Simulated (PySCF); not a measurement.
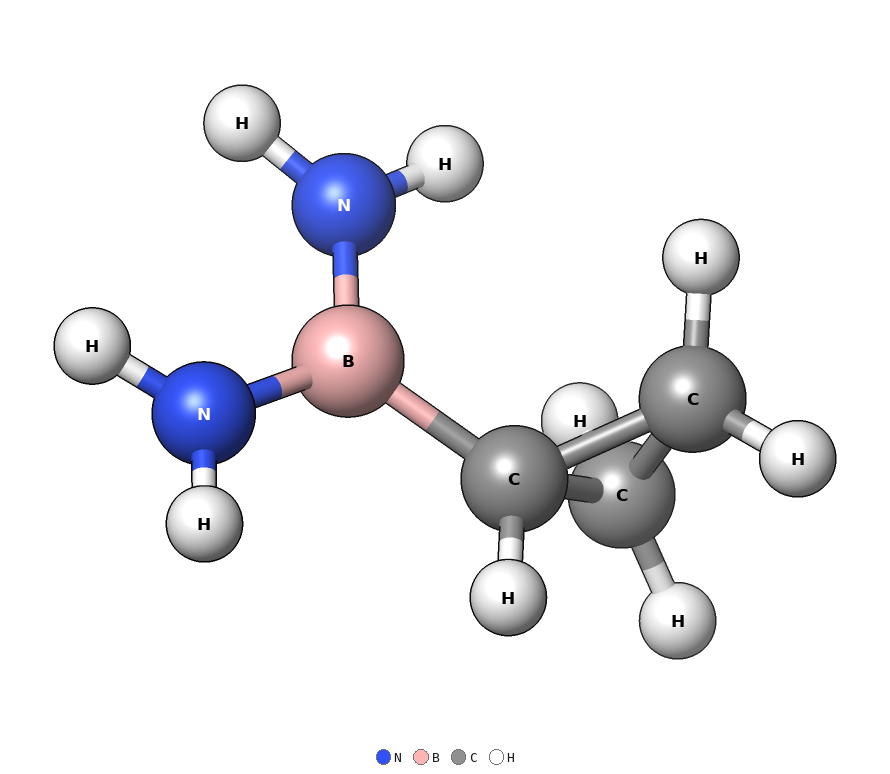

Ball-and-stick drawing of a structure. Every bond is drawn as one stick, whatever its order.

> Give the formula.

C₃H₉BN₂, 15 atoms: 3 carbon, 9 hydrogen, 1 boron and 2 nitrogen.

> Count the bonded pairs by element.

5 C–H, 4 N–H, 3 C–C, 2 B–N, 1 C–B.

> What is the point group of this geometry?

Cs.

More results for the same structure follow; atom numbers are the same in all pictures, views and colours differ. The geometry was computed by an optimisation with PBE0-D3(BJ)/def2-SVP. No frequency run is at hand to confirm it as a minimum.

## Shape

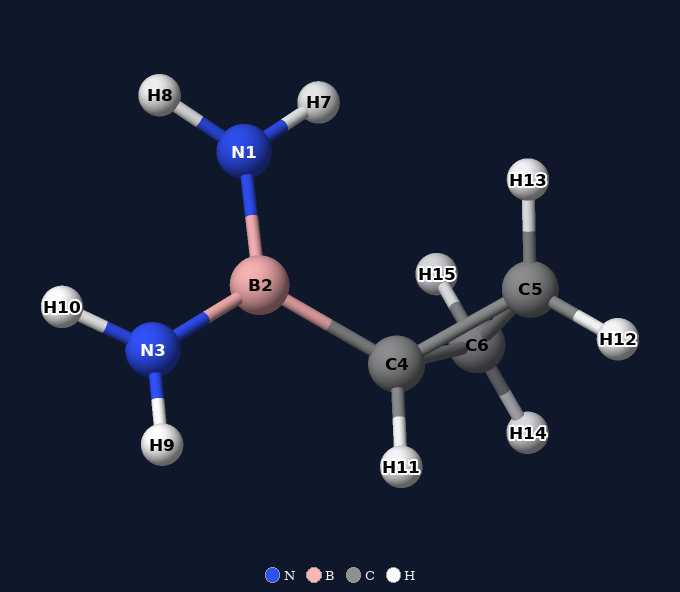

Atoms carry their numbers in the input. No frequency run is at hand to confirm it as a minimum.

Give these bond angles: N1–B2–N3, N1–B2–C4, B2–N1–H8, B2–N3–H10, B2–C4–C5, B2–C4–H11, C4–C5–C6, C4–C5–H12, C5–C4–C6, C5–C4–H11, C6–C5–H12, C6–C5–H13.

| angle | degrees |
| --- | --- |
| N1–B2–N3 | 120.9 |
| N1–B2–C4 | 120.1 |
| B2–N1–H8 | 124.0 |
| B2–N3–H10 | 124.3 |
| B2–C4–C5 | 120.5 |
| B2–C4–H11 | 116.1 |
| C4–C5–C6 | 60.5 |
| C4–C5–H12 | 118.2 |
| C5–C4–C6 | 59.1 |
| C5–C4–H11 | 114.3 |
| C6–C5–H12 | 118.1 |
| C6–C5–H13 | 118.8 |

## Bond orders

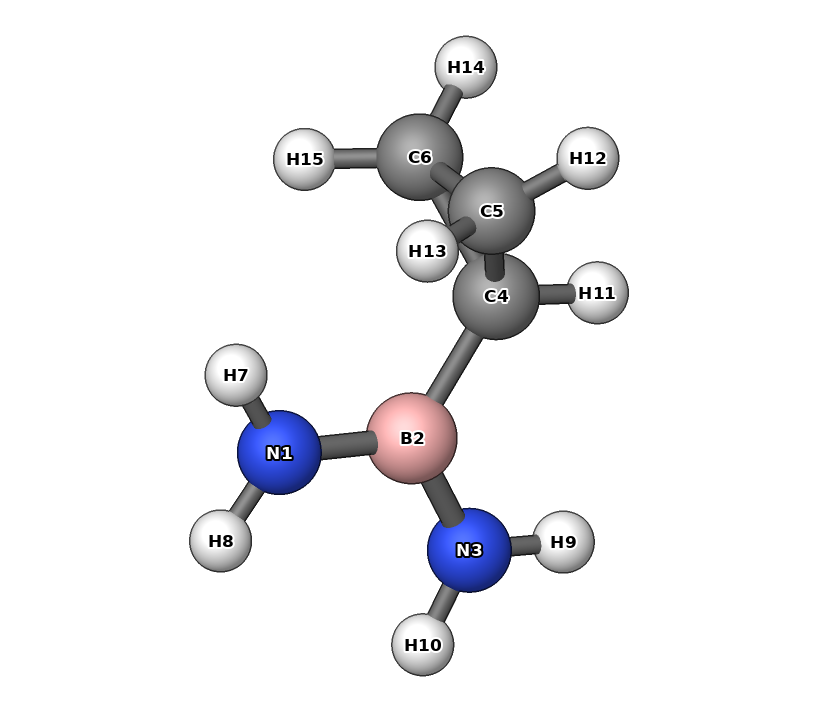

The thickness of each stick grows with its Mayer bond order. No frequency run is at hand to confirm it as a minimum. Method: PBE0/def2-TZVP (PySCF 2.14.0).

List the Mayer bond orders of N1–B2, N1–H7, N1–H8, B2–N3, B2–C4, N3–H9, N3–H10, C4–C5, C4–H11, C5–C6, C5–H12, C5–H13 (one bond of each equivalent set).

```
  bond  Mayer order  length (Å)
 N1–B2         1.23       1.419
 N1–H7         0.92       1.009
 N1–H8         0.92       1.010
 B2–N3         1.25       1.417
 B2–C4         1.01       1.576
 N3–H9         0.92       1.009
N3–H10         0.92       1.010
 C4–C5         0.94       1.512
C4–H11         0.95       1.096
 C5–C6         1.00       1.491
C5–H12         0.96       1.094
C5–H13         0.96       1.095
```

## Quadrupole coupling

No frequency run is at hand to confirm it as a minimum. Electric field gradients from the ground-state density, PBE0/6-31G (PySCF 2.14.0), non-relativistic apart from any core potentials.

Give the largest field-gradient component, the quadrupole coupling constant and the asymmetry for 14N at N1 (Q = 20.44 mb), 11B at B2 (Q = 40.59 mb), 14N at N3 (Q = 20.44 mb), 2H at H7 (Q = 2.86 mb), 2H at H8 (Q = 2.86 mb).

| atom | V_zz (a.u.) | e²qQ/h (MHz) | η |
| --- | --- | --- | --- |
| N1 | −0.883 | −4.24 | 0.42 |
| B2 | 0.255 | 2.43 | 0.34 |
| N3 | −0.862 | −4.14 | 0.42 |
| H7 | 0.431 | 0.289 | 0.16 |
| H8 | 0.431 | 0.289 | 0.16 |

## Electronic properties

No frequency run is at hand to confirm it as a minimum. Properties computed with PBE0/6-31G*, gas phase (PySCF 2.14.0).

What does the calculation give?

- dipole moment: 1.22 D
- HOMO energy (Kohn–Sham orbital): −6.31 eV
- LUMO energy (Kohn–Sham orbital): 2.47 eV
- HOMO–LUMO gap: 8.78 eV
